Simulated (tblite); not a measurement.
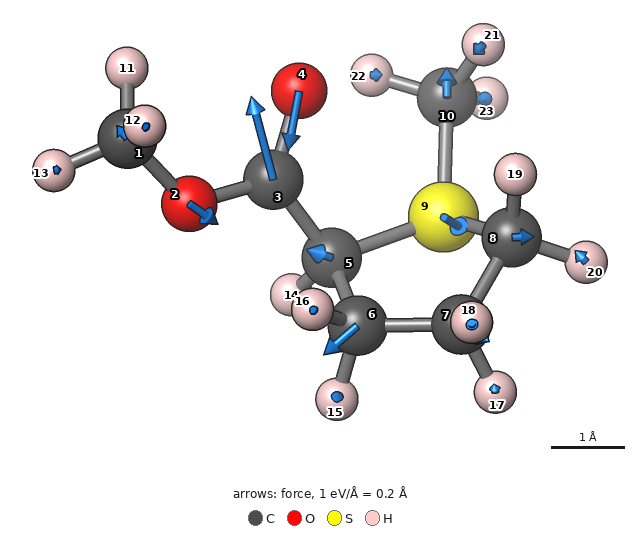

Starting geometry of C7H13O2S (charge +1) with the computed forces as blue arrows. The picture is a ball-and-stick view, seen at a tilt.

The calculation used GFN2-xTB geometry optimisation, gas phase (tblite 0.8.0). 

> What follows when this structure is relaxed?

It isn't relaxed: the largest force vector, on C3, is 6.13 eV/Å. The final displacements have little in common with the starting forces (cosine between the two patterns 0.05). The energy falls by 154.5 kJ/mol in 231 geometry steps. The atom that moves furthest after the best rigid fit is H16 (1.89 Å). By element the largest moves are H 1.89 Å, O 1.09 Å, C 1.04 Å, S 0.50 Å. Among the contacts that change: C5–S9 1.746 → 1.851 Å, C3–O4 1.276 → 1.201 Å, C8–S9 1.769 → 1.838 Å, C6–C7 1.460 → 1.522 Å. Among the angles between lasting bonds that change: C8–S9–C10 114.6° → 100.5°, C5–S9–C10 116.3° → 104.5°, O2–C3–O4 118.1° → 127.5°. Groups turn about C1–O2 by about 80°, C3–C5 by about 75°, S9–C10 by about 60°.
